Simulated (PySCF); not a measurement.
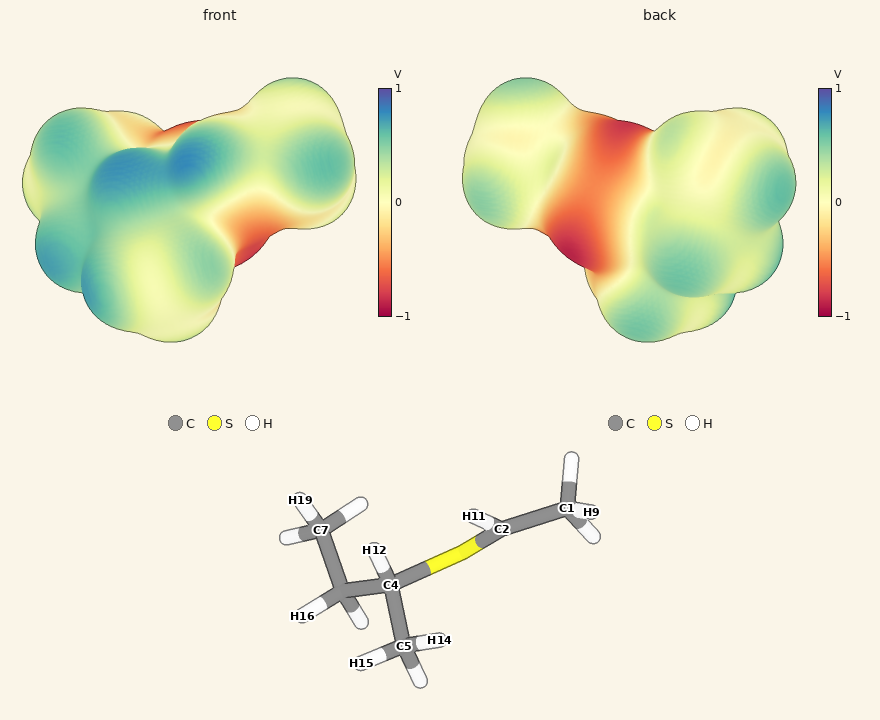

Figure. C6H13S (doublet). The electrostatic potential painted on the density surface at 0.002 e/bohr³, seen from the front and from behind; the colour scale runs from red (negative) to blue (positive). The bare structure is drawn below in the same view.

Geometry: PBE0-D3(BJ)/def2-SVP.

The calculation used UKS B3LYP, IGLO-III on C S, pcH-1 on H, non-relativistic, mean-field spin-orbit, GIAO (PySCF).

| atom | x (Å) | y (Å) | z (Å) |
| --- | --- | --- | --- |
| C | 3.0572 | 0.4577 | -1.5522 |
| C | 1.9599 | 0.4175 | -0.5508 |
| S | 0.3874 | -0.0971 | -1.0363 |
| C | -0.4698 | -0.2227 | 0.5794 |
| C | 0.0406 | -1.4141 | 1.3714 |
| C | -1.9747 | -0.2844 | 0.3317 |
| C | -2.5721 | 0.9694 | -0.2848 |
| H | 3.0450 | 1.3771 | -2.1713 |
| H | 4.0391 | 0.4229 | -1.0540 |
| H | 3.0008 | -0.3967 | -2.2459 |
| H | 2.0347 | 0.9958 | 0.3768 |
| H | -0.2349 | 0.7128 | 1.1177 |
| H | -0.1843 | -2.3544 | 0.8446 |
| H | 1.1293 | -1.3585 | 1.5145 |
| H | -0.4384 | -1.4501 | 2.3638 |
| H | -2.4559 | -0.4867 | 1.3043 |
| H | -2.1935 | -1.1644 | -0.2992 |
| H | -2.1094 | 1.1957 | -1.2572 |
| H | -2.4159 | 1.8445 | 0.3663 |
| H | -3.6555 | 0.8571 | -0.4402 |

Q: Which sites attract a positive test charge, and which a negative one?

A: A positive charge is drawn to the negative regions and a negative charge to the positive ones. The most negative region (about −0.9 V) lies over S3, the most positive (about +0.8 V) over H11 and H12.
